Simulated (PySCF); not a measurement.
## Electronic structure of C₅H₁₁BN₂ (SMILES C#CB(N)NC(C)C) in real space

Input file:

```
{"job": {"kind": "nmr", "xc": "PBE0", "basis": "pcSseg-1"}, "charge": 0, "multiplicity": 1}
C      2.386212     1.317052     1.761924
C      2.006320     0.565896     0.903751
B      1.535609    -0.392360    -0.191372
N      2.490922    -1.161104    -0.883438
N      0.170372    -0.501465    -0.500497
C     -0.930739     0.212084     0.101018
C     -1.919778    -0.764822     0.745063
C     -1.639885     1.086761    -0.938138
H      2.717146     1.974568     2.513853
H      2.258524    -1.815386    -1.608980
H      3.473089    -1.116044    -0.685124
H     -0.127054    -1.133959    -1.228856
H     -0.506224     0.855281     0.879114
H     -1.407435    -1.380242     1.480484
H     -2.355828    -1.416164    -0.010932
H     -2.722112    -0.224133     1.240581
H     -2.439791     1.657195    -0.472911
H     -0.932040     1.779046    -1.387871
H     -2.067110     0.467046    -1.725132
```

Command:

```sh
OMP_NUM_THREADS=1 python probes_run.py task.json out
```

Geometry: GFN2-xTB.

Computed with PBE0/pcSseg-1, SCF density, gas phase, non-relativistic (PySCF).

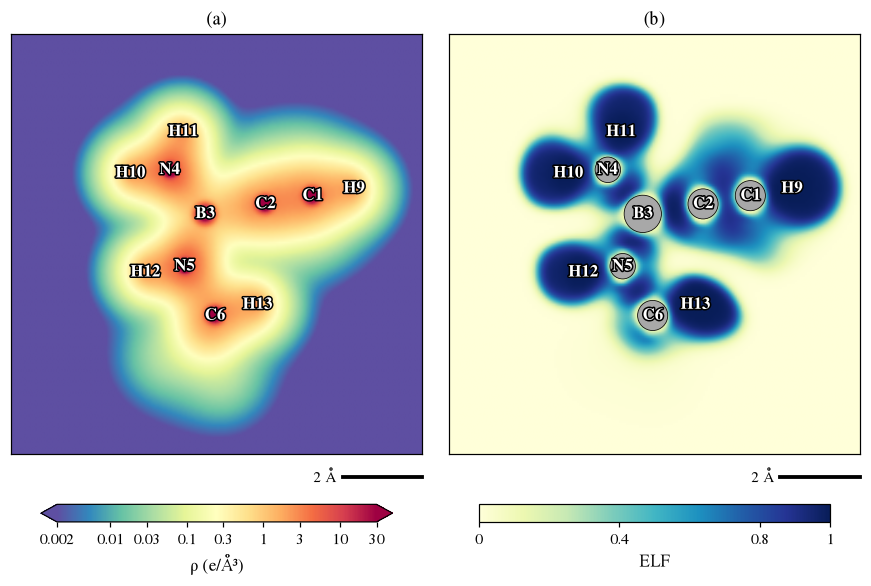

Figure 1. (a) total electron density; (b) electron localisation function on the plane of atoms B3, N5 and H12. Grey discs cover the atomic cores in the ELF map.

Q: Describe what can be read from this map.

A: The plane passes through C, B, N and H nuclei.
C–C (1.20 Å): the density is about 2.8 e/Å³ at the midpoint; the ELF peaks at about 0.85 between the atoms: a multiple bond.
B–N (1.40 Å): ρ at the midpoint is about 1.9 e/Å³; the ELF peaks at about 0.95 between the atoms; a polar covalent bond.
C–N (1.44 Å): the density is about 1.9 e/Å³ at the midpoint; the ELF peaks at about 0.95 between the atoms, as expected for a shared electron pair.
C–B (1.53 Å): ρ is about 1.4 e/Å³ halfway; the ELF peaks at about 1 between the atoms (localised, covalent bonding).
N–H (1.00 Å): the density is about 2.9 e/Å³ at the midpoint; the ELF climbs to about 1 towards the hydrogen, as it does in any bond to H (a covalent bond by its length).

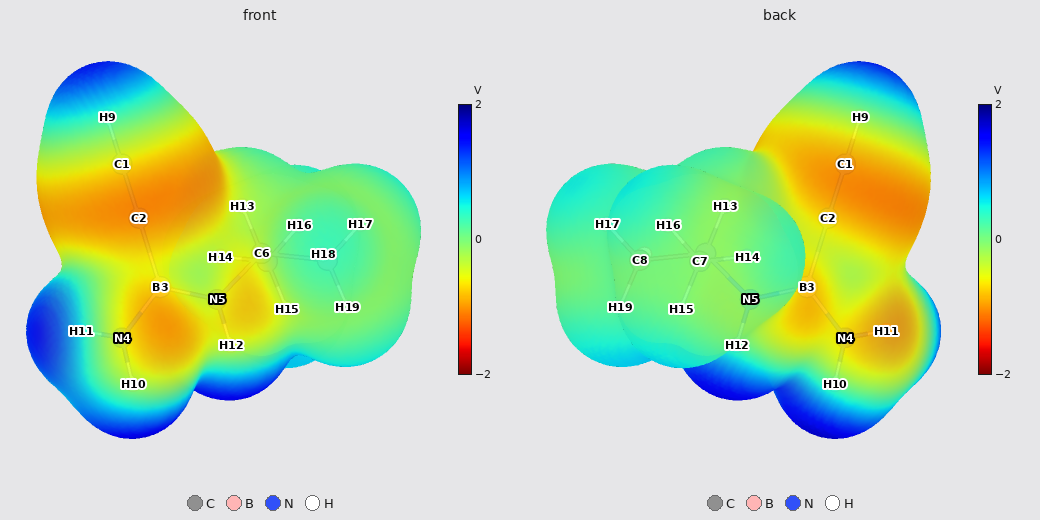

Figure 2. The electrostatic potential painted on the density surface at 0.002 e/bohr³, seen from the front and from behind; the colour scale runs from red (negative) to blue (positive).

Q: Describe the electrostatic potential map.

A: The most negative region (about −1.1 V, or −25 kcal/mol for a unit charge) lies over C1 and C2, the most positive (about +1.7 V, or +39 kcal/mol for a unit charge) over H10 and H12.

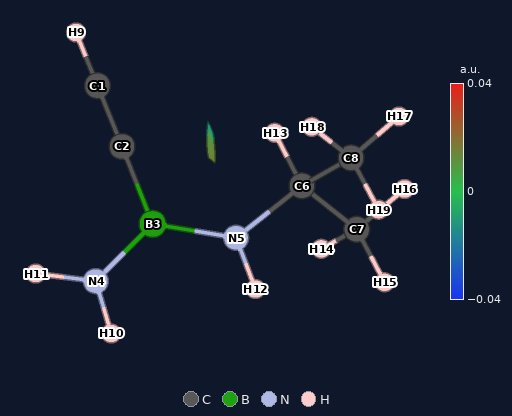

Figure 3. Non-covalent interaction (NCI) plot: the surface where the reduced density gradient is 0.4, for densities under 0.05 a.u., coloured by sign(λ₂)ρ; seen at a tilt.

Q: What holds or crowds the atoms apart from the covalent bonds?

A: Between H13 and C6 on one side and C2 and B3 on the other: a weak contact, attractive (blue-green) on one side and crowded (olive to red) on the other.
